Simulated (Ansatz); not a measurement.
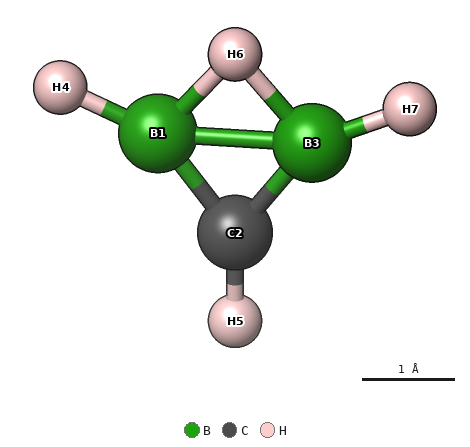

The structure as given in the input (ball-and-stick view, seen at a tilt; atoms are numbered from 1 in the order of the input).

## Single-point calculation of CH$_{4}$B$_{2}$

The run: single-point calculation of CH$_{4}$B$_{2}$. Method and program: RKS B3LYP-D4/def2-TZVPP (Ansatz 0.2.0).

The geometry comes from this level: PBE0-D4/def2-TZVP.

What the program printed
```
Functional definition: B3LYP
  name "B3LYP"
  cite "Stephens, Devlin, Chabalowski & Frisch, J. Phys. Chem. 98, 11623 (1994) doi:10.1021/j100096a001"
  cite "Becke, Phys. Rev. A 38, 3098 (1988) doi:10.1103/PhysRevA.38.3098"
  cite "Lee, Yang & Parr, Phys. Rev. B 37, 785 (1988) doi:10.1103/PhysRevB.37.785"
  cite "Vosko, Wilk & Nusair, Can. J. Phys. 58, 1200 (1980) doi:10.1139/p80-159"
  parameter a0 = 0.2
  parameter ax = 0.72
  parameter ac = 0.81
  exchange = (1 - a0 - ax)*slater_x + ax*b88_x + a0*exact_x
  correlation = (1 - ac)*vwn_rpa_c + ac*lyp_c
754 factors; their error is unknown
mean field evaluation 1: about -2446.9881 eV, gradient 5.6e1 eV
mean field evaluation 2: about -2438.4512 eV, gradient 7.4e1 eV
mean field evaluation 4: about -2454.7461 eV, gradient 5.1e0 eV
mean field evaluation 8: about -2454.8162 eV, gradient 4.0e-2 eV
mean field -2454.81621340 eV, -90.2128319083 hartree, gradient 1.6e-5 eV, S^2 0.000000; 0 other end points of the search recorded, 0 dependent functions left out
reference -2454.81644802 eV, -90.2128405305 hartree; 10, 10 occupied and 139, 139 virtual orbitals, 754 factors
Total energy: -2454.95751825 eV, -90.2180247659 hartree
```

This output came from the following input.

Input file
```yaml
crystal:
  periodic: [false, false, false]
  atoms:
    - {symbol: B, position_ang: [-0.874872, 0.046740, -0.001402]}
    - {symbol: C, position_ang: [0.209089, -0.148787, -0.918001]}
    - {symbol: B, position_ang: [0.788066, 0.014931, 0.382514]}
    - {symbol: H, position_ang: [-2.035054, 0.142610, 0.222606]}
    - {symbol: H, position_ang: [0.444494, -0.315970, -1.951513]}
    - {symbol: H, position_ang: [-0.267107, 0.189988, 1.172723]}
    - {symbol: H, position_ang: [1.735386, 0.070489, 1.093071]}
basis:
  gaussian: {orbitals: def2-TZVPP}
hamiltonian: {xc: {name: B3LYP}, dispersion: d4}
```

Launch command:
```bash
ansatz run in.yaml --threads 2 --pin off --events-out ev --progress --plain --max-ram 4352MiB
```

Results in brief

| quantity | value |
| --- | --- |
| outcome | converged |
| total energy | −2454.9575 eV |
| mean-field energy | −2454.8164 eV |
| dispersion energy | −0.1411 eV |
| SCF solution under orbital rotations | stable |
| hardware | 2 threads of Arm Neoverse V2, 23 GiB of memory available, shared host |
| wall time | 1.1 s (CPU time 2.1 s) |
| peak memory | 0.19 GiB |
